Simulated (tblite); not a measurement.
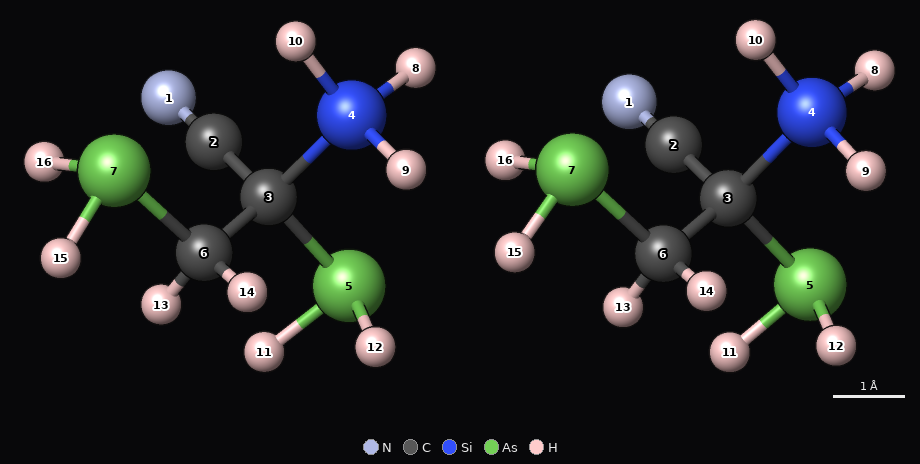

Two geometries of C$_{3}$H$_{9}$As$_{2}$NSi, drawn at one scale. One is the start of a relaxation, the other its converged end. Style: ball-and-stick. Shown at a tilt.

These are results of tblite 0.8.0, GFN2-xTB geometry optimisation, gas phase, not measurements. 

Which of the two is the end point?

The right one is the relaxed one. The largest move after the best rigid fit is that of H15, 0.15 Å. Largest moves by element: H 0.15 Å, N 0.09 Å, C 0.08 Å, As 0.07 Å, Si 0.04 Å. Some distances before and after: As7–H16 1.576 → 1.498 Å, As5–H12 1.567 → 1.510 Å, As5–H11 1.565 → 1.510 Å, As7–H15 1.555 → 1.507 Å. Among the angles between lasting bonds that change: H11–As5–H12 93.1° → 88.8°, C3–Si4–H9 109.5° → 105.7°, H8–Si4–H10 108.3° → 111.8°. After 50 geometry steps the energy has fallen by 20.0 kJ/mol. Cost: 0.63 s on 1 thread of Arm Neoverse N1, on a shared host.
